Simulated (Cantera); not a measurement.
Input: 1 mol H2O, 0.0045 mol SO2, 1.2 mol O2, at 45.0 Pa.

Method: chemical equilibrium by Gibbs-energy minimisation in Cantera with the NASA 1993 tables (ideal gas, pure condensed phases). Candidate condensed phases: H2O, H2SO4, S; 34 gas species. Ions and electrons are included (thermal ionisation). Rates play no part.

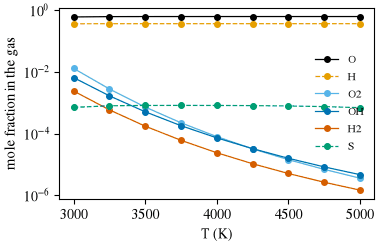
Fig. 1. Equilibrium gas composition (values under 1e-9 drawn at 1e-9)

From 3000 K to 5000 K nothing is condensed.
